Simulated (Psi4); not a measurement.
## Run report: B₂H₂F₂ (charge −1), excited-state calculation

B₂H₂F₂, charge −1, multiplicity 2, computed with TDA (wB97X-D3(BJ))/3-21G, UKS, sfX2C (Psi4 1.11).

The geometry comes from this level: GFN2-xTB.

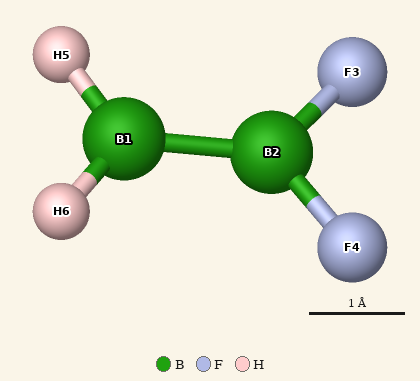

**Figure 1.** The input geometry (ball-and-stick view, seen at a tilt; atoms are numbered from 1 in the order of the input). Bond lengths as drawn: B–B 1.57 Å, B–F 1.42 Å and B–H 1.21 Å.

Key numbers

- outcome: converged
- total energy: −249.537791 hartree
- dispersion energy: −0.005544 hartree
- basis functions: 40
- ⟨S²⟩: 0.751
- lowest excitation: 4.57 eV
- hardware: 1 thread of Intel Xeon (Granite Rapids), 192 GiB of memory available, shared host
- wall time: 15 s
- peak memory: 0.35 GiB

Notes

Settings chosen away from the usual ones: dft_nuclear_scheme set to treutler; df_basis_scf set to def2-universal-jkfit.

Input file (job.in)
```
memory 1600 MB

molecule {
  -1 2
  B     -0.328080     0.752540    -0.220650
  B      0.279650    -0.638840     0.187100
  F     -0.051890    -1.911440    -0.340810
  F      1.272820    -0.892150     1.164420
  H     -1.179650     0.888680    -1.067510
  H      0.007150     1.801210     0.277450
  symmetry c1
}

set {
  basis              3-21G
  reference          uks
  tdscf_states       10
  tdscf_tda          true
  dft_nuclear_scheme treutler
  df_basis_scf       def2-universal-jkfit
  relativistic       x2c
}

energy('td-wb97x-d3bj')
```

Launch command:
```bash
psi4 -i job.in -o job.out -n 1
```

Output
```
Psi4 1.11 release

Relativistic analytic gradients are not implemented yet, re-routing to finite differences.

   => Loading Basis Set <=

    Name: 3-21G
    Role: ORBITAL
    Keyword: BASIS

   => WB97X-D3BJ: Empirical Dispersion <=

        s6 =       1.000000
        s8 =       0.264100
        a1 =       0.000000
        a2 =       5.495900

         ---------------------------------------------------------
                                   SCF
                              UKS Reference
                        1 Threads,   1525 MiB Core
         ---------------------------------------------------------

  ==> Geometry <==

    Molecular point group: c1
    Full point group: C1

    Geometry (in Angstrom), charge = -1, multiplicity = 2:

       Center              X                  Y                   Z               Mass
    ------------   -----------------  -----------------  -----------------  -----------------
         B           -0.674372041479     1.547319759959    -0.454108346983    11.009305360000
         B           -0.066642041479     0.155939759959    -0.046358346983    11.009305360000
         F           -0.398182041479    -1.116660240041    -0.574268346983    18.998403162730
         F            0.926527958521    -0.097370240041     0.930961653017    18.998403162730
         H           -1.525942041479     1.683459759959    -1.300968346983     1.007825032230
         H           -0.339142041479     2.595989759959     0.043991653017     1.007825032230

  Running in c1 symmetry.

  Rotational constants: A =      0.33646  B =      0.26500  C =      0.14824 [cm^-1]
  Rotational constants: A =  10086.92457  B =   7944.43457  C =   4444.19904 [MHz]
  Nuclear repulsion =   91.248502597413122

  Charge       = -1
  Multiplicity = 2
  Electrons    = 31
  Nalpha       = 16
  Nbeta        = 15

  ==> Algorithm <==

  SCF Algorithm Type is DF.
  DIIS enabled.
  MOM disabled.
  Fractional occupation disabled.
  Guess Type is SAD.
  Energy threshold   = 1.00e-06
  Density threshold  = 1.00e-06
  Integral threshold = 1.00e-12

  ==> Primary Basis <==

  Basis Set: 3-21G
    Blend: 3-21G
    Number of shells: 24
    Number of basis functions: 40
    Number of Cartesian functions: 40
    Spherical Harmonics?: false
    Max angular momentum: 1

  ==> DFT Potential <==

   => LibXC <=

    Version 7.1.2

   => Composite Functional: WB97X-D3BJ <=

    wB97X-V with D3(BJ) instead of VV10 dispersion

    Deriv               =              1
    GGA                 =           TRUE
    Meta                =          FALSE

    Exchange Hybrid     =           TRUE
    MP2 Hybrid          =          FALSE

   => Exchange-Correlation Functionals <=

    1.0000   wB97X-V range-separated functional

   => Exact (HF) Exchange <=

    0.8330            HF,LR [omega = 0.3000]
    0.1670               HF

   => LibXC Density Thresholds  <==

    XC_HYB_GGA_XC_WB97X_V:  1.00E-14

   => Molecular Quadrature <=

    Radial Scheme          =       TREUTLER
    Pruning Scheme         =           NONE
    Nuclear Scheme         =       TREUTLER

    Blocking Scheme        =         OCTREE
    BS radius alpha        =              1
    Pruning alpha          =              1
    Radial Points          =             75
    Spherical Points       =            302
    Total Points           =         129307
    Total Blocks           =           1017
    Max Points             =            254
    Max Functions          =             39
    Weights Tolerance      =       1.00E-15

   => Loading Basis Set <=

    Name: DEF2-UNIVERSAL-JKFIT
    Role: JKFIT
    Keyword: DF_BASIS_SCF

   => Loading Basis Set <=

    Name: (3-21G AUX)
    Role: DECON
    Keyword: BASIS_RELATIVISTIC

  ==> Integral Setup <==

  DFHelper Memory: AOs need 0.016 GiB; user supplied 1.002 GiB.
  SCF_SUBTYPE=INCORE selected. In-core MEM_DF algorithm will be used.
  Using in-core AOs.

  ==> MemDFJK: Density-Fitted J/K Matrices <==

    J tasked:                   Yes
    K tasked:                   Yes
    wK tasked:                  Yes
    Omega:                3.000E-01
    Memory [MiB]:              1025
    Algorithm:                 Core
    Schwarz Cutoff:           1E-12
    Mask sparsity (%):       3.5000
    Fitting Condition:        1E-10

   => Auxiliary Basis Set <=

  Basis Set: DEF2-UNIVERSAL-JKFIT
    Blend: DEF2-UNIVERSAL-JKFIT
    Number of shells: 112
    Number of basis functions: 404
    Number of Cartesian functions: 404
    Spherical Harmonics?: false
    Max angular momentum: 4

  Cached 100.0% of DFT collocation blocks in 0.116 [GiB].

 OEINTS: Using relativistic (X2C) overlap, kinetic, and potential integrals.
         ------------------------------------------------------------
         Spin-Free X2C Integrals at the One-Electron Level (SFX2C-1e)
         ------------------------------------------------------------

  ==> X2C Options <==

    Computational Basis: 3-21G
    X2C Basis: (3-21G AUX)
    The X2C Hamiltonian will be computed in the X2C Basis

    Comparing only 40 out of 66 elements of H_Dirac

    The 1-norm of |H_X2C - H_Dirac| is: 20.372792893953

    WARNING: The X2C and Dirac Hamiltonians have substatially different eigenvalues!
             This is probably caused by the recontraction of the basis set.

  Minimum eigenvalue in the overlap matrix is 8.9131559088E-03.
  Reciprocal condition number of the overlap matrix is 2.3522911163E-03.
    Using symmetric orthogonalization.

  ==> Pre-Iterations <==

  SCF Guess: Superposition of Atomic Densities via on-the-fly atomic UHF (no occupation information).

   -------------------------
    Irrep   Nso     Nmo
   -------------------------
     A         40      40
   -------------------------
    Total      40      40
   -------------------------

  ==> Iterations <==

                           Total Energy        Delta E     RMS |[F,P]|

   @DF-UKS iter SAD:  -248.33113122315743   -2.48331e+02   0.00000e+00
   @DF-UKS iter   1:  -249.45201285334281   -1.12088e+00   1.09461e-02 DIIS/ADIIS
   @DF-UKS iter   2:  -249.51119016163332   -5.91773e-02   7.75527e-03 DIIS/ADIIS
   @DF-UKS iter   3:  -249.53662575530436   -2.54356e-02   1.37012e-03 DIIS/ADIIS
   @DF-UKS iter   4:  -249.53773204711680   -1.10629e-03   2.44039e-04 DIIS/ADIIS
   @DF-UKS iter   5:  -249.53778730839468   -5.52613e-05   3.12844e-05 DIIS
   @DF-UKS iter   6:  -249.53779031351499   -3.00512e-06   1.45432e-05 DIIS
   @DF-UKS iter   7:  -249.53779092727291   -6.13758e-07   4.28995e-06 DIIS
   @DF-UKS iter   8:  -249.53779101027331   -8.30004e-08   1.76184e-06 DIIS
   @DF-UKS iter   9:  -249.53779101585147   -5.57816e-09   9.51854e-07 DIIS
  Energy and wave function converged.

  ==> Post-Iterations <==

   Electrons on quadrature grid:
      Nalpha   =   15.9999947025 ; deviation = -5.297e-06
      Nbeta    =   14.9999932038 ; deviation = -6.796e-06
      Ntotal   =   30.9999879063 ; deviation = -1.209e-05

   @Spin Contamination Metric:   1.299841883E-03
   @S^2 Expected:                7.500000000E-01
   @S^2 Observed:                7.512998419E-01
   @S   Expected:                5.000000000E-01
   @S   Observed:                5.000000000E-01

    Orbital Energies [Eh]
    ---------------------

    Alpha Occupied:

       1A    -24.428342     2A    -24.428034     3A     -6.646802
       4A     -6.525183     5A     -1.089555     6A     -1.052436
       7A     -0.445092     8A     -0.392520     9A     -0.355450
      10A     -0.331332    11A     -0.310683    12A     -0.272058
      13A     -0.253175    14A     -0.195166    15A     -0.188965
      16A     -0.037062

    Alpha Virtual:

      17A      0.381601    18A      0.445384    19A      0.504126
      20A      0.517087    21A      0.578562    22A      0.701852
      23A      0.761623    24A      0.786996    25A      0.815633
      26A      0.848316    27A      0.909334    28A      0.915251
      29A      0.999922    30A      1.366101    31A      1.478470
      32A      1.514101    33A      2.172763    34A      2.305444
      35A      2.307731    36A      2.314191    37A      2.445682
      38A      2.455441    39A      3.964734    40A      4.001415

    Beta Occupied:

       1A    -24.427242     2A    -24.426934     3A     -6.645320
       4A     -6.521278     5A     -1.086661     6A     -1.049510
       7A     -0.430799     8A     -0.379524     9A     -0.353624
      10A     -0.319703    11A     -0.305536    12A     -0.260939
      13A     -0.251707    14A     -0.191438    15A     -0.180065

    Beta Virtual:

      16A      0.236343    17A      0.421136    18A      0.448427
      19A      0.511145    20A      0.524491    21A      0.585973
      22A      0.706154    23A      0.775878    24A      0.790963
      25A      0.817381    26A      0.875289    27A      0.910735
      28A      0.926074    29A      1.005642    30A      1.374499
      31A      1.480094    32A      1.514070    33A      2.178579
      34A      2.306986    35A      2.313251    36A      2.315316
      37A      2.446613    38A      2.457123    39A      3.966948
      40A      4.004518

    Final Occupation by Irrep:
              A
    DOCC [    15 ]
    SOCC [     1 ]
    NA   [    16 ]
    NB   [    15 ]

  @DF-UKS Final Energy:  -249.53779101585147

   => Energetics <=

    Nuclear Repulsion Energy =             91.2485025974131219
    One-Electron Energy =                -533.5084812392638014
    Two-Electron Energy =                 213.8794386707415924
    DFT Exchange-Correlation Energy =     -21.1517070661059776
    Empirical Dispersion Energy =          -0.0055439786363869
    VV10 Nonlocal Energy =                  0.0000000000000000
    Total Energy =                       -249.5377910158514680

  UHF NO Occupations:
  HONO-2 :   14  A 1.9998926
  HONO-1 :   15  A 1.9995705
  HONO-0 :   16  A 1.0000000
  LUNO+0 :   17  A 0.0004295
  LUNO+1 :   18  A 0.0001074
  LUNO+2 :   19  A 0.0000691
  LUNO+3 :   20  A 0.0000308

Computation Completed

Properties will be evaluated at   0.000000,   0.000000,   0.000000 [a0]

Properties computed using the SCF density matrix

 Multipole Moments:

 ------------------------------------------------------------------------------------
     Multipole            Electronic (a.u.)      Nuclear  (a.u.)        Total (a.u.)
 ------------------------------------------------------------------------------------

 L = 1.  Multiply by 2.5417464519 to convert [e a0] to [Debye]
 Dipole X            :          2.1785823           -1.5402047            0.6383776
 Dipole Y            :         -4.9934879            3.5327916           -1.4606963
 Dipole Z            :          1.4667193           -1.0375927            0.4291266
 Magnitude           :                                                    1.6508511

 ------------------------------------------------------------------------------------

	total time  =          5 seconds =       0.08 minutes

******************************************************************************************
**********                               WARNING                                **********
**********       The names of excited state variables changed between 1.5       **********
**********     and 1.6. For a quick solution, remove the symmetry specifier     **********
**********   from the variable name. For full details, see 'Notes on Psivars'   **********
**********                        in the documentation.                         **********
******************************************************************************************

         ---------------------------------------------------------
                         TDSCF excitation energies
         ---------------------------------------------------------

  ==> Options <==

     Residual threshold  : 1.0000e-04
     Initial guess       : denominators
     Reference           : UHF
     Solver type         : TDA (Davidson)

  ==> Requested Excitations <==

      10 singlet states with A symmetry

  ==> Seeking the lowest 10 singlet states with A symmetry

                         Generalized Davidson Solver

  ==> Options <==

    Max number of iterations        = 60
    Eigenvector tolerance           = 1.0000e-04
    Max number of expansion vectors = 2000

  => Iterations <=
                           Max[D[value]]     Max[|R|]   # vectors
  DavidsonSolver iter   1:   3.41795e-01  1.04849e-01     40
  DavidsonSolver iter   2:   9.97052e-03  2.83587e-02     50
  DavidsonSolver iter   3:   5.51445e-04  5.86822e-03     60
  DavidsonSolver iter   4:   2.14672e-05  1.24256e-03     70
  DavidsonSolver iter   5:   1.01539e-06  5.26124e-04     78
  DavidsonSolver iter   6:   5.17455e-08  1.23899e-04     82
  DavidsonSolver iter   7:   2.94344e-09  4.87082e-05     83      Converged

******************************************************************************************
**********                               WARNING                                **********
**********  Length-gauge rotatory strengths are **NOT** gauge-origin invariant  **********
******************************************************************************************

                                    Excitation Energy         Total Energy        Oscillator Strength             Rotatory Strength
     #   Sym: GS->ES (Trans)        au              eV              au          au (length)    au (velocity)    au (length)    au (velocity)
    ---- -------------------- --------------- --------------- --------------- --------------- --------------- --------------- ---------------
     1        A->A (1 A)       0.16800         4.57141        -249.36979       0.0050          0.0005          0.0001          0.0001
     2        A->A (1 A)       0.18424         5.01356        -249.35355       0.0000          0.0000          0.0001          0.0000
     3        A->A (1 A)       0.21636         5.88740        -249.32143       0.2355          0.0305          0.0007          0.0002
     4        A->A (1 A)       0.24734         6.73044        -249.29045       0.0000          0.0000         -0.0011         -0.0005
     5        A->A (1 A)       0.26777         7.28638        -249.27002       0.0000          0.0000          0.0000          0.0000
     6        A->A (1 A)       0.29010         7.89392        -249.24769       0.0143          0.0020          0.0000         -0.0000
     7        A->A (1 A)       0.30575         8.31986        -249.23204       0.0098          0.0092          0.0000         -0.0000
     8        A->A (1 A)       0.31452         8.55845        -249.22327       0.0110          0.0002         -0.0000          0.0000
     9        A->A (1 A)       0.32667         8.88901        -249.21113       0.0004          0.0036         -0.0002         -0.0001
     10       A->A (1 A)       0.33630         9.15123        -249.20149       0.0408          0.0125          0.0000         -0.0000

Contributing excitations
Only contributions with abs(coeff) > 1.00e-01 will be printed:

Excited State    1 (1 A):   0.16800 au   271.22 nm f = 0.0050
Alpha orbitals:
  Sums of squares: Xssq =  3.247594e-03
Beta orbitals:
  Sums of squares: Xssq =  9.967524e-01
     15a (b) ->  16a (b)    0.989616 (97.934%)

Excited State    2 (1 A):   0.18424 au   247.30 nm f = 0.0000
Alpha orbitals:
  Sums of squares: Xssq =  4.783782e-03
Beta orbitals:
  Sums of squares: Xssq =  9.952162e-01
     14a (b) ->  16a (b)   -0.984764 (96.976%)
     14a (b) ->  17a (b)   -0.129778 ( 1.684%)

Excited State    3 (1 A):   0.21636 au   210.59 nm f = 0.2355
Alpha orbitals:
  Sums of squares: Xssq =  9.793827e-01
     16a (a) ->  17a (a)    0.983950 (96.816%)
Beta orbitals:
  Sums of squares: Xssq =  2.061729e-02

Excited State    4 (1 A):   0.24734 au   184.21 nm f = 0.0000
Alpha orbitals:
  Sums of squares: Xssq =  9.956682e-01
     16a (a) ->  18a (a)   -0.996551 (99.311%)
Beta orbitals:
  Sums of squares: Xssq =  4.331777e-03

Excited State    5 (1 A):   0.26777 au   170.16 nm f = 0.0000
Alpha orbitals:
  Sums of squares: Xssq =  1.007025e-03
Beta orbitals:
  Sums of squares: Xssq =  9.989930e-01
     13a (b) ->  16a (b)   -0.966352 (93.384%)
     13a (b) ->  17a (b)    0.232086 ( 5.386%)

Excited State    6 (1 A):   0.29010 au   157.06 nm f = 0.0143
Alpha orbitals:
  Sums of squares: Xssq =  3.996670e-02
     12a (a) ->  17a (a)    0.163954 ( 2.688%)
Beta orbitals:
  Sums of squares: Xssq =  9.600333e-01
     12a (b) ->  16a (b)    0.956263 (91.444%)
     12a (b) ->  17a (b)   -0.191808 ( 3.679%)

Excited State    7 (1 A):   0.30575 au   149.02 nm f = 0.0098
Alpha orbitals:
  Sums of squares: Xssq =  1.740683e-01
     15a (a) ->  17a (a)    0.172608 ( 2.979%)
     16a (a) ->  19a (a)   -0.206899 ( 4.281%)
     16a (a) ->  20a (a)   -0.302988 ( 9.180%)
Beta orbitals:
  Sums of squares: Xssq =  8.259317e-01
      8a (b) ->  16a (b)    0.131167 ( 1.720%)
     11a (b) ->  16a (b)    0.810700 (65.723%)
     15a (b) ->  17a (b)   -0.372063 (13.843%)

Excited State    8 (1 A):   0.31452 au   144.87 nm f = 0.0110
Alpha orbitals:
  Sums of squares: Xssq =  9.495222e-01
     15a (a) ->  17a (a)    0.528234 (27.903%)
     16a (a) ->  19a (a)    0.801461 (64.234%)
     16a (a) ->  21a (a)    0.124634 ( 1.553%)
Beta orbitals:
  Sums of squares: Xssq =  5.047782e-02
     15a (b) ->  17a (b)   -0.205638 ( 4.229%)

Excited State    9 (1 A):   0.32667 au   139.48 nm f = 0.0004
Alpha orbitals:
  Sums of squares: Xssq =  9.740908e-01
     15a (a) ->  17a (a)   -0.757060 (57.314%)
     16a (a) ->  19a (a)    0.499005 (24.901%)
     16a (a) ->  20a (a)   -0.374475 (14.023%)
Beta orbitals:
  Sums of squares: Xssq =  2.590916e-02
     11a (b) ->  16a (b)    0.145580 ( 2.119%)

Excited State   10 (1 A):   0.33630 au   135.48 nm f = 0.0408
Alpha orbitals:
  Sums of squares: Xssq =  7.396432e-01
     15a (a) ->  17a (a)    0.233764 ( 5.465%)
     16a (a) ->  19a (a)   -0.101220 ( 1.025%)
     16a (a) ->  20a (a)   -0.818691 (67.026%)
Beta orbitals:
  Sums of squares: Xssq =  2.603568e-01
      7a (b) ->  16a (b)    0.119742 ( 1.434%)
      8a (b) ->  16a (b)    0.273599 ( 7.486%)
     11a (b) ->  16a (b)   -0.371890 (13.830%)
     11a (b) ->  17a (b)    0.138004 ( 1.904%)
     15a (b) ->  17a (b)    0.100757 ( 1.015%)

******************************************************************************************
**********                               WARNING                                **********
**********       The names of excited state variables changed between 1.5       **********
**********     and 1.6. For a quick solution, remove the symmetry specifier     **********
**********   from the variable name. For full details, see 'Notes on Psivars'   **********
**********                        in the documentation.                         **********
******************************************************************************************

    Psi4 run time: 0:00:13.44
```

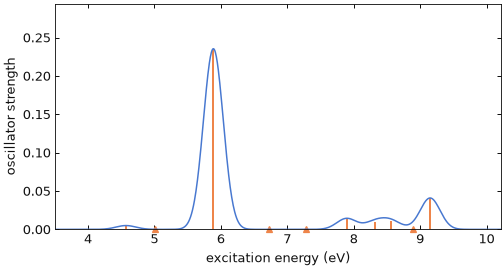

**Figure 2.** Computed excitations as sticks (degenerate states added up, dark ones marked on the axis), with a Gaussian envelope of 0.35 eV full width at half maximum, scaled to the tallest. Of the 10 states the lowest lies at 4.57 eV (f = 0.005); the strongest line is at 5.89 eV, or 211 nm (f = 0.235).
